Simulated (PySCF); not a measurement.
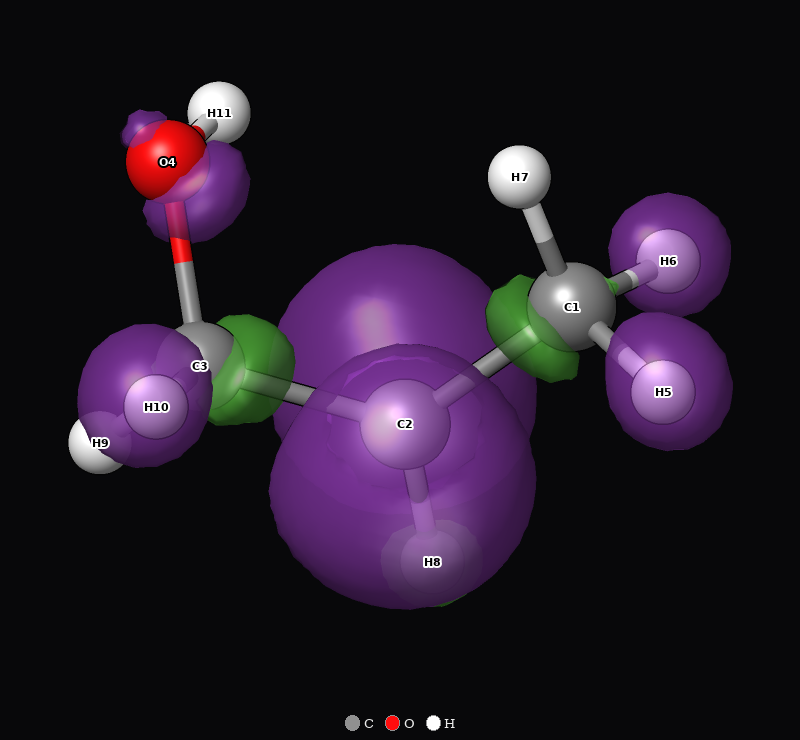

Figure 1: C3H7O, doublet, SMILES `C[CH]CO`. Spin density ρα − ρβ at ±0.03 e/Å³ (purple: excess α, green: excess β).

Level of theory: r2SCAN/cc-pVDZ (PySCF), at a geometry from GFN2-xTB. No frequency check shows the geometry to be a minimum. The stability of the open-shell solution wasn't checked. GFN2-xTB doesn't know the spin state, so this open-shell geometry is rough.

Geometry (Å), atoms numbered from 1:

```
C1       1.5505    0.4430    0.0868
C2       0.6220   -0.6710   -0.1959
C3      -0.8113   -0.5942    0.1689
O4      -1.3820    0.6878   -0.0232
H5       2.3436    0.1271    0.7725
H6       2.0532    0.7897   -0.8220
H7       1.0140    1.2782    0.5316
H8       1.0065   -1.5944   -0.5911
H9      -1.3831   -1.3545   -0.3867
H10     -0.9646   -0.7926    1.2427
H11     -1.1808    0.9773   -0.9203
```

**Give the atomic spin populations that go with this picture.**

Hirshfeld spin populations: C2 +0.68, C3 +0.05, C1 +0.05, H10 +0.05 and H8 +0.04. ⟨S²⟩ = 0.76, against 0.75 for a pure state. The picture also shows regions of β spin from spin polarisation; the Hirshfeld sums, whose atoms overlap, net them against the α spin of neighbours.

Run time: 59 s on 1 thread of Arm Neoverse N1, with other jobs on the host, peak memory 0.48 GiB.
